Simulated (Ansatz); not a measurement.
A relaxed structure of TePb. Level of theory: r2SCAN (plane waves to 500 eV, PAW, scalar-relativistic; Ansatz, an electronic-structure program).

Fm-3m (No. 225), cF8, rock salt type; a = b = c = 6.535 Å, α = β = γ = 90.00°.

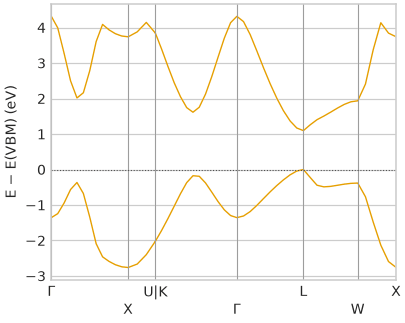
Figure: Highest filled and lowest empty band along the path of this cell's Brillouin zone

Read off the gap and say whether it is direct.

1.10 eV, direct at L (no spin-orbit coupling).

How far does the top valence band disperse along this path?

About 2.8 eV.

No spin polarisation in the result. Spin-orbit coupling is missing; with elements this heavy it can move band edges by tenths of an eV or more.

Measured for TePb: gap 0.19 eV (0 K or low temperature; as listed in arXiv:2302.06325). Computed minus measured — gap: r2SCAN +0.91 eV. The computed values are for a static lattice, and a measured gap can be an optical one, lowered by exciton binding.

The run could not lose the symmetry of its start.
